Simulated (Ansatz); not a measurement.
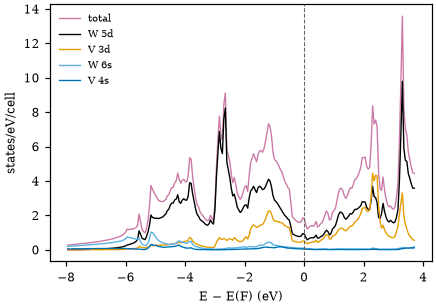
Figure. Total and projected density of states of VW$_{3}$ in space group Fm-3m (No. 225; V on 4a, W on 8c, W on 4b), r²SCAN (plane waves, PAW; program Ansatz)

Problem. Which orbitals carry the states next to the Fermi level?

Solution. Within 0.5 eV of the Fermi level: W 5d 49 %, V 3d 31 %, outside the projected shells 12 %. Projections are on Löwdin-orthogonalised atomic valence shells; empty p or d shells of many metals are not among them.

Problem. Where is the tallest occupied peak in this window, and what makes it?

Solution. Near -2.6 eV, about 9.1 states/eV per cell; the largest projected share is W 5d.

The first step of the workflow began from a Materials Project structure, measured or hypothetical; the Crystallography Open Database copy checked does not list it. With V and W taken as one species the cell has the higher symmetry Im-3m, so it may be an ordered model of a mixed-site phase. Whether it is the stable phase at ambient conditions was not checked. Symmetry was held in the r²SCAN relaxation; its stability against distortions is not shown here. The run is not spin-polarised. Spin–orbit coupling is left out wherever it is not named.

Potentials: the later of the program's two PAW sets.
